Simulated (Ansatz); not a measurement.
**Molecular dynamics, with input and output: WHF5 (part 1 of 2)**

- system: WHF5
- method: RHF/def2-SVP (Ansatz 0.2.0)

It belongs to a series of runs on one base structure; here: dynamics from the last frame of an earlier run.

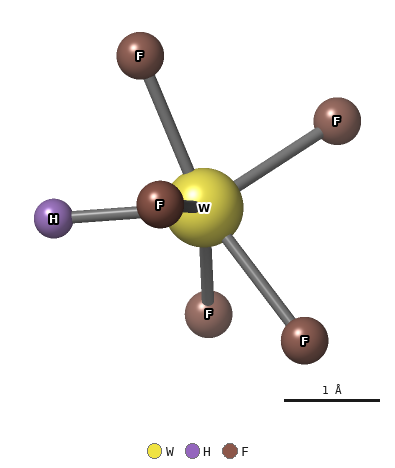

Fig. 1: The starting structure (ball-and-stick view, seen at a tilt). Sticks mark near contacts.

Input file:
```yaml
crystal:
  periodic: [false, false, false]
  atoms:
    - { symbol: W, position_ang: [-0.106606, 0.04022, 0.05212] }
    - { symbol: H, position_ang: [-0.332711, -0.963996, 1.270702] }
    - { symbol: F, position_ang: [1.297241, 0.184099, 1.097465] }
    - { symbol: F, position_ang: [0.109789, 1.849302, -0.199574] }
    - { symbol: F, position_ang: [-1.977839, 0.438796, 0.331501] }
    - { symbol: F, position_ang: [1.095063, -1.292302, -0.536995] }
    - { symbol: F, position_ang: [-0.873382, -0.168379, -1.58239] }
basis:
  gaussian: { orbitals: def2-SVP }
hamiltonian:
  xc: hf
md:
  timestep: 0.5
  n_steps: 100
  ensemble: nvt_langevin
  temperature: 500.0
  initial_velocities: maxwell_boltzmann
  seed: 817230
  friction: 0.005
```

Run on 1 thread of Intel Xeon @ 2.60GHz (Ice Lake), 24 GiB of memory available, shared host.

Run as:
```bash
ansatz run input.yaml --threads 1 --pin off --max-ram 2048MiB --backend cpu --events-out ev --progress --plain --runs-dir out
```

Log:
```
Engine: ansatz 0.2.0, x86_64-unknown-linux-gnu
Functional definition: HF
  exchange = exact_x
  correlation = 0
1103 factors; integrals over basis functions are off by at most 3.0e-4 eV
mean field evaluation 1: about -15332.3102 eV, gradient 7.3e1 eV
mean field evaluation 2: about -15332.5404 eV, gradient 7.4e1 eV
mean field evaluation 4: about -15342.7924 eV, gradient 3.4e0 eV
mean field evaluation 8: about -15342.9014 eV, gradient 5.8e-1 eV
mean field -15342.90349504 eV, -563.8413036492 hartree, gradient 2.5e-5 eV, S^2 0.000000; 0 other end points of the search recorded, 0 dependent functions left out
the calculation of the forces begins
reference -15342.90349504 eV, -563.8413036492 hartree; 30, 30 occupied and 77, 77 virtual orbitals, 1103 factors
md step     0: t =     0.00 fs  T =   428.6 K  F+E_penalty+E_count = -15342.90349504 eV  E_kin = 0.387780 eV  (41 SCF iters)
these checks for a lower state are left out or cut short: starts, cluster_reference, orbital_swaps, neighbouring_geometries, increment
1103 factors; integrals over basis functions are off by at most 3.0e-4 eV
mean field evaluation 16: about -15342.4693 eV, gradient 2.7e-2 eV
mean field -15342.88526307 eV, -563.8406336366 hartree, gradient 2.3e-5 eV, S^2 0.000000; 0 other end points of the search recorded, 0 dependent functions left out
the calculation of the forces begins
reference -15342.88526307 eV, -563.8406336366 hartree; 30, 30 occupied and 77, 77 virtual orbitals, 1103 factors
md step     1: t =     0.50 fs  T =   401.2 K  F+E_penalty+E_count = -15342.88526307 eV  E_kin = 0.363045 eV  (43 SCF iters)
[... from here on the SCF iterations and repeated set-up lines of each step are left out, up to the last step ...]
md step     2: t =     1.00 fs  T =   392.4 K  F+E_penalty+E_count = -15342.87474300 eV  E_kin = 0.355021 eV  (41 SCF iters)
md step     3: t =     1.50 fs  T =   384.6 K  F+E_penalty+E_count = -15342.87135850 eV  E_kin = 0.347992 eV  (41 SCF iters)
md step     4: t =     2.00 fs  T =   406.0 K  F+E_penalty+E_count = -15342.87263814 eV  E_kin = 0.367371 eV  (42 SCF iters)
md step     5: t =     2.50 fs  T =   407.6 K  F+E_penalty+E_count = -15342.87620522 eV  E_kin = 0.368805 eV  (43 SCF iters)
md step     6: t =     3.00 fs  T =   428.3 K  F+E_penalty+E_count = -15342.88227074 eV  E_kin = 0.387526 eV  (42 SCF iters)
md step     7: t =     3.50 fs  T =   430.1 K  F+E_penalty+E_count = -15342.89041782 eV  E_kin = 0.389119 eV  (43 SCF iters)
md step     8: t =     4.00 fs  T =   438.2 K  F+E_penalty+E_count = -15342.89924142 eV  E_kin = 0.396511 eV  (43 SCF iters)
md step     9: t =     4.50 fs  T =   454.3 K  F+E_penalty+E_count = -15342.90973012 eV  E_kin = 0.411026 eV  (42 SCF iters)
md step    10: t =     5.00 fs  T =   457.8 K  F+E_penalty+E_count = -15342.92361917 eV  E_kin = 0.414245 eV  (41 SCF iters)
md step    11: t =     5.50 fs  T =   491.1 K  F+E_penalty+E_count = -15342.94281662 eV  E_kin = 0.444393 eV  (43 SCF iters)
md step    12: t =     6.00 fs  T =   533.0 K  F+E_penalty+E_count = -15342.97043746 eV  E_kin = 0.482287 eV  (43 SCF iters)
md step    13: t =     6.50 fs  T =   547.2 K  F+E_penalty+E_count = -15343.00549872 eV  E_kin = 0.495115 eV  (44 SCF iters)
md step    14: t =     7.00 fs  T =   582.7 K  F+E_penalty+E_count = -15343.04456495 eV  E_kin = 0.527254 eV  (44 SCF iters)
md step    15: t =     7.50 fs  T =   640.8 K  F+E_penalty+E_count = -15343.08788204 eV  E_kin = 0.579791 eV  (43 SCF iters)
md step    16: t =     8.00 fs  T =   678.6 K  F+E_penalty+E_count = -15343.13628543 eV  E_kin = 0.614047 eV  (43 SCF iters)
md step    17: t =     8.50 fs  T =   754.0 K  F+E_penalty+E_count = -15343.18682475 eV  E_kin = 0.682229 eV  (43 SCF iters)
md step    18: t =     9.00 fs  T =   816.1 K  F+E_penalty+E_count = -15343.23577830 eV  E_kin = 0.738389 eV  (41 SCF iters)
md step    19: t =     9.50 fs  T =   898.9 K  F+E_penalty+E_count = -15343.28076992 eV  E_kin = 0.813299 eV  (67 SCF iters)
md step    20: t =    10.00 fs  T =   938.3 K  F+E_penalty+E_count = -15343.31860602 eV  E_kin = 0.848996 eV  (42 SCF iters)
md step    21: t =    10.50 fs  T =   977.4 K  F+E_penalty+E_count = -15343.34632673 eV  E_kin = 0.884403 eV  (41 SCF iters)
md step    22: t =    11.00 fs  T =   985.2 K  F+E_penalty+E_count = -15343.36195502 eV  E_kin = 0.891457 eV  (42 SCF iters)
md step    23: t =    11.50 fs  T =  1005.5 K  F+E_penalty+E_count = -15343.36387955 eV  E_kin = 0.909819 eV  (42 SCF iters)
md step    24: t =    12.00 fs  T =   992.4 K  F+E_penalty+E_count = -15343.35361159 eV  E_kin = 0.897915 eV  (42 SCF iters)
md step    25: t =    12.50 fs  T =   945.1 K  F+E_penalty+E_count = -15343.33338287 eV  E_kin = 0.855145 eV  (42 SCF iters)
md step    26: t =    13.00 fs  T =   901.6 K  F+E_penalty+E_count = -15343.30639521 eV  E_kin = 0.815819 eV  (42 SCF iters)
md step    27: t =    13.50 fs  T =   870.9 K  F+E_penalty+E_count = -15343.27700049 eV  E_kin = 0.787964 eV  (44 SCF iters)
md step    28: t =    14.00 fs  T =   838.6 K  F+E_penalty+E_count = -15343.24884696 eV  E_kin = 0.758765 eV  (43 SCF iters)
md step    29: t =    14.50 fs  T =   780.6 K  F+E_penalty+E_count = -15343.22540509 eV  E_kin = 0.706332 eV  (43 SCF iters)
md step    30: t =    15.00 fs  T =   758.6 K  F+E_penalty+E_count = -15343.20712422 eV  E_kin = 0.686374 eV  (43 SCF iters)
md step    31: t =    15.50 fs  T =   733.9 K  F+E_penalty+E_count = -15343.19428894 eV  E_kin = 0.664082 eV  (44 SCF iters)
md step    32: t =    16.00 fs  T =   720.7 K  F+E_penalty+E_count = -15343.18819210 eV  E_kin = 0.652097 eV  (42 SCF iters)
md step    33: t =    16.50 fs  T =   709.8 K  F+E_penalty+E_count = -15343.18463987 eV  E_kin = 0.642270 eV  (41 SCF iters)
md step    34: t =    17.00 fs  T =   693.5 K  F+E_penalty+E_count = -15343.18163264 eV  E_kin = 0.627448 eV  (41 SCF iters)
md step    35: t =    17.50 fs  T =   659.6 K  F+E_penalty+E_count = -15343.18044047 eV  E_kin = 0.596855 eV  (41 SCF iters)
md step    36: t =    18.00 fs  T =   663.3 K  F+E_penalty+E_count = -15343.18119668 eV  E_kin = 0.600184 eV  (42 SCF iters)
md step    37: t =    18.50 fs  T =   670.5 K  F+E_penalty+E_count = -15343.18423541 eV  E_kin = 0.606727 eV  (42 SCF iters)
md step    38: t =    19.00 fs  T =   680.5 K  F+E_penalty+E_count = -15343.18954331 eV  E_kin = 0.615757 eV  (42 SCF iters)
md step    39: t =    19.50 fs  T =   691.8 K  F+E_penalty+E_count = -15343.19794785 eV  E_kin = 0.625949 eV  (43 SCF iters)
md step    40: t =    20.00 fs  T =   725.9 K  F+E_penalty+E_count = -15343.21175011 eV  E_kin = 0.656815 eV  (43 SCF iters)
md step    41: t =    20.50 fs  T =   785.3 K  F+E_penalty+E_count = -15343.23128367 eV  E_kin = 0.710558 eV  (45 SCF iters)
md step    42: t =    21.00 fs  T =   796.6 K  F+E_penalty+E_count = -15343.25462095 eV  E_kin = 0.720744 eV  (45 SCF iters)
md step    43: t =    21.50 fs  T =   827.0 K  F+E_penalty+E_count = -15343.28059003 eV  E_kin = 0.748281 eV  (45 SCF iters)
md step    44: t =    22.00 fs  T =   883.9 K  F+E_penalty+E_count = -15343.30923839 eV  E_kin = 0.799760 eV  (45 SCF iters)
md step    45: t =    22.50 fs  T =   918.8 K  F+E_penalty+E_count = -15343.33915944 eV  E_kin = 0.831314 eV  (44 SCF iters)
md step    46: t =    23.00 fs  T =   995.1 K  F+E_penalty+E_count = -15343.36854719 eV  E_kin = 0.900397 eV  (45 SCF iters)
md step    47: t =    23.50 fs  T =  1062.0 K  F+E_penalty+E_count = -15343.39650117 eV  E_kin = 0.960896 eV  (44 SCF iters)
md step    48: t =    24.00 fs  T =  1109.0 K  F+E_penalty+E_count = -15343.42069566 eV  E_kin = 1.003460 eV  (44 SCF iters)
md step    49: t =    24.50 fs  T =  1139.2 K  F+E_penalty+E_count = -15343.43870236 eV  E_kin = 1.030758 eV  (44 SCF iters)
md step    50: t =    25.00 fs  T =  1138.2 K  F+E_penalty+E_count = -15343.44925818 eV  E_kin = 1.029841 eV  (45 SCF iters)
md step    51: t =    25.50 fs  T =  1080.1 K  F+E_penalty+E_count = -15343.45181637 eV  E_kin = 0.977255 eV  (68 SCF iters)
md step    52: t =    26.00 fs  T =  1065.7 K  F+E_penalty+E_count = -15343.44656002 eV  E_kin = 0.964259 eV  (44 SCF iters)
md step    53: t =    26.50 fs  T =  1043.9 K  F+E_penalty+E_count = -15343.43358341 eV  E_kin = 0.944513 eV  (45 SCF iters)
md step    54: t =    27.00 fs  T =  1032.8 K  F+E_penalty+E_count = -15343.41382575 eV  E_kin = 0.934516 eV  (45 SCF iters)
md step    55: t =    27.50 fs  T =  1032.5 K  F+E_penalty+E_count = -15343.38789708 eV  E_kin = 0.934269 eV  (45 SCF iters)
md step    56: t =    28.00 fs  T =  1017.3 K  F+E_penalty+E_count = -15343.35698448 eV  E_kin = 0.920443 eV  (45 SCF iters)
md step    57: t =    28.50 fs  T =   958.5 K  F+E_penalty+E_count = -15343.32418696 eV  E_kin = 0.867260 eV  (44 SCF iters)
md step    58: t =    29.00 fs  T =   943.1 K  F+E_penalty+E_count = -15343.29199300 eV  E_kin = 0.853365 eV  (45 SCF iters)
md step    59: t =    29.50 fs  T =   925.4 K  F+E_penalty+E_count = -15343.26126919 eV  E_kin = 0.837363 eV  (45 SCF iters)
md step    60: t =    30.00 fs  T =   888.4 K  F+E_penalty+E_count = -15343.23245925 eV  E_kin = 0.803838 eV  (45 SCF iters)
md step    61: t =    30.50 fs  T =   830.4 K  F+E_penalty+E_count = -15343.20609364 eV  E_kin = 0.751329 eV  (45 SCF iters)
md step    62: t =    31.00 fs  T =   825.7 K  F+E_penalty+E_count = -15343.18409910 eV  E_kin = 0.747113 eV  (45 SCF iters)
md step    63: t =    31.50 fs  T =   793.8 K  F+E_penalty+E_count = -15343.16618526 eV  E_kin = 0.718205 eV  (45 SCF iters)
md step    64: t =    32.00 fs  T =   771.4 K  F+E_penalty+E_count = -15343.15266562 eV  E_kin = 0.698014 eV  (45 SCF iters)
md step    65: t =    32.50 fs  T =   754.8 K  F+E_penalty+E_count = -15343.14608836 eV  E_kin = 0.682921 eV  (46 SCF iters)
md step    66: t =    33.00 fs  T =   770.5 K  F+E_penalty+E_count = -15343.14649509 eV  E_kin = 0.697145 eV  (46 SCF iters)
md step    67: t =    33.50 fs  T =   756.4 K  F+E_penalty+E_count = -15343.15144722 eV  E_kin = 0.684434 eV  (45 SCF iters)
md step    68: t =    34.00 fs  T =   767.5 K  F+E_penalty+E_count = -15343.16038227 eV  E_kin = 0.694429 eV  (44 SCF iters)
md step    69: t =    34.50 fs  T =   769.4 K  F+E_penalty+E_count = -15343.17447081 eV  E_kin = 0.696186 eV  (45 SCF iters)
md step    70: t =    35.00 fs  T =   798.3 K  F+E_penalty+E_count = -15343.19426358 eV  E_kin = 0.722299 eV  (45 SCF iters)
md step    71: t =    35.50 fs  T =   827.8 K  F+E_penalty+E_count = -15343.21841065 eV  E_kin = 0.748990 eV  (45 SCF iters)
md step    72: t =    36.00 fs  T =   853.8 K  F+E_penalty+E_count = -15343.24567523 eV  E_kin = 0.772554 eV  (44 SCF iters)
md step    73: t =    36.50 fs  T =   904.1 K  F+E_penalty+E_count = -15343.27534282 eV  E_kin = 0.818039 eV  (43 SCF iters)
md step    74: t =    37.00 fs  T =   926.0 K  F+E_penalty+E_count = -15343.30672122 eV  E_kin = 0.837901 eV  (44 SCF iters)
md step    75: t =    37.50 fs  T =   972.9 K  F+E_penalty+E_count = -15343.33888264 eV  E_kin = 0.880265 eV  (44 SCF iters)
md step    76: t =    38.00 fs  T =   991.1 K  F+E_penalty+E_count = -15343.37034466 eV  E_kin = 0.896810 eV  (45 SCF iters)
md step    77: t =    38.50 fs  T =  1061.3 K  F+E_penalty+E_count = -15343.39945277 eV  E_kin = 0.960268 eV  (44 SCF iters)
md step    78: t =    39.00 fs  T =  1112.9 K  F+E_penalty+E_count = -15343.42495709 eV  E_kin = 1.006997 eV  (44 SCF iters)
md step    79: t =    39.50 fs  T =  1110.8 K  F+E_penalty+E_count = -15343.44605361 eV  E_kin = 1.005062 eV  (44 SCF iters)
md step    80: t =    40.00 fs  T =  1115.6 K  F+E_penalty+E_count = -15343.46202948 eV  E_kin = 1.009462 eV  (44 SCF iters)
md step    81: t =    40.50 fs  T =  1125.2 K  F+E_penalty+E_count = -15343.47199784 eV  E_kin = 1.018137 eV  (43 SCF iters)
md step    82: t =    41.00 fs  T =  1121.7 K  F+E_penalty+E_count = -15343.47515412 eV  E_kin = 1.014935 eV  (68 SCF iters)
md step    83: t =    41.50 fs  T =  1118.5 K  F+E_penalty+E_count = -15343.47140178 eV  E_kin = 1.012031 eV  (45 SCF iters)
md step    84: t =    42.00 fs  T =  1100.9 K  F+E_penalty+E_count = -15343.46026665 eV  E_kin = 0.996135 eV  (46 SCF iters)
md step    85: t =    42.50 fs  T =  1100.0 K  F+E_penalty+E_count = -15343.44183870 eV  E_kin = 0.995317 eV  (45 SCF iters)
md step    86: t =    43.00 fs  T =  1031.2 K  F+E_penalty+E_count = -15343.41659787 eV  E_kin = 0.933011 eV  (44 SCF iters)
md step    87: t =    43.50 fs  T =  1011.8 K  F+E_penalty+E_count = -15343.38459980 eV  E_kin = 0.915518 eV  (45 SCF iters)
md step    88: t =    44.00 fs  T =   957.9 K  F+E_penalty+E_count = -15343.34654938 eV  E_kin = 0.866746 eV  (45 SCF iters)
md step    89: t =    44.50 fs  T =   848.7 K  F+E_penalty+E_count = -15343.30604585 eV  E_kin = 0.767935 eV  (45 SCF iters)
md step    90: t =    45.00 fs  T =   805.5 K  F+E_penalty+E_count = -15343.26571158 eV  E_kin = 0.728831 eV  (45 SCF iters)
md step    91: t =    45.50 fs  T =   775.7 K  F+E_penalty+E_count = -15343.22664389 eV  E_kin = 0.701854 eV  (43 SCF iters)
md step    92: t =    46.00 fs  T =   719.4 K  F+E_penalty+E_count = -15343.19203174 eV  E_kin = 0.650927 eV  (43 SCF iters)
md step    93: t =    46.50 fs  T =   666.5 K  F+E_penalty+E_count = -15343.16424958 eV  E_kin = 0.603051 eV  (45 SCF iters)
md step    94: t =    47.00 fs  T =   671.9 K  F+E_penalty+E_count = -15343.14294641 eV  E_kin = 0.607975 eV  (44 SCF iters)
md step    95: t =    47.50 fs  T =   651.9 K  F+E_penalty+E_count = -15343.12859927 eV  E_kin = 0.589830 eV  (43 SCF iters)
md step    96: t =    48.00 fs  T =   646.2 K  F+E_penalty+E_count = -15343.12278573 eV  E_kin = 0.584719 eV  (44 SCF iters)
md step    97: t =    48.50 fs  T =   621.4 K  F+E_penalty+E_count = -15343.12539340 eV  E_kin = 0.562244 eV  (43 SCF iters)
md step    98: t =    49.00 fs  T =   615.0 K  F+E_penalty+E_count = -15343.13629479 eV  E_kin = 0.556463 eV  (43 SCF iters)
```
